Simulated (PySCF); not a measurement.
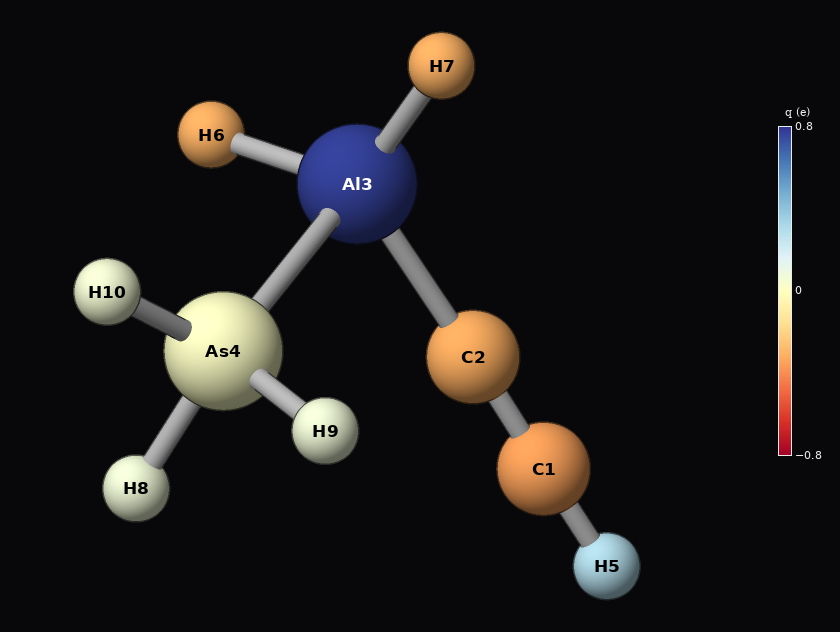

Atoms are coloured by their ESP-fitted charges. The computed structure is the end point of a PBE0-D3(BJ)/def2-SVP optimisation. No frequency run is at hand to confirm it as a minimum. Method: PBE0/pcSseg-1, gas phase (PySCF 2.14.0).

Give the ESP-fitted charges atom by atom.

| atom | value (e) |
| --- | --- |
| C1 | −0.34 |
| C2 | −0.32 |
| Al3 | 0.77 |
| As4 | 0.02 |
| H5 | 0.29 |
| H6 | −0.30 |
| H7 | −0.30 |
| H8 | 0.07 |
| H9 | 0.07 |
| H10 | 0.06 |
